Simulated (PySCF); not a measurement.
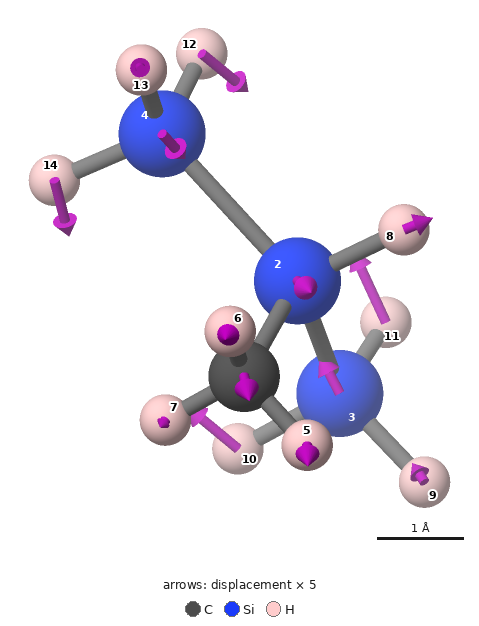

A relaxation of CH₁₀Si₃. The starting structure is drawn; purple arrows show the displacements, magnified 5 times. The two geometries are superimposed by the best rigid fit.

Style: ball-and-stick. Shown from a free direction.

The start comes from GFN2-xTB. Its atoms were then displaced at random by about 0.01 Å.

The calculation used PBE0-D3(BJ)/def2-SVP geometry optimisation, gas phase (PySCF). 

Question: Which element moves most?

Answer: Hydrogen: up to 0.19 Å, against 0.12 Å for silicon.

Question: What did the optimiser do to the structure, and how much energy did it gain?

Answer: The atom that moves furthest after the best rigid fit is an H atom (0.19 Å). By element the largest moves are H 0.19 Å, Si 0.12 Å, C 0.09 Å. Some distances before and after: H–Si 1.420 → 1.497 Å, H–Si 1.451 → 1.498 Å, H–Si 1.475 → 1.496 Å, C–H 1.082 → 1.101 Å. Bond angles that change, for instance: Si–Si–Si 117.3° → 108.2°, C–Si–H 104.3° → 110.3°, C–Si–Si 107.3° → 110.8°. After 6 geometry steps the energy has fallen by 5.32 kcal/mol. Cost: 60 s on 1 thread of Arm Neoverse N1 (shared host).
